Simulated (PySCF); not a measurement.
Ge(F)(SH)3, SMILES [F][Ge]([SH])([SH])[SH] (H₃FGeS₃) at its PBE0/def2-SVP optimised geometry (Å):

```
8

F      1.2064    -1.2172     0.0000
Ge    -0.5366    -1.2172     0.0000
S     -1.2064     0.8805     0.0000
S     -1.2232    -2.2642    -1.8115
S     -1.2044    -2.2689     1.8158
H     -0.3803     1.2172     1.0173
H     -0.4534    -1.5092    -2.6288
H     -0.4006    -3.3313     1.5791
```

Method: PySCF with PBE0/def2-TZVP. Cells within 0.4 Å of a nucleus heavier than hydrogen are left out (blank, or x).

Map of the electron localisation function on the plane z = 0.0 Å:

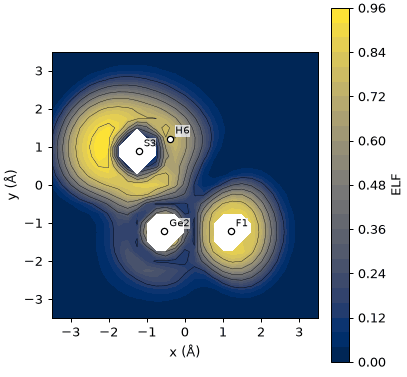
Electron localisation function on the plane z = 0.0 Å.
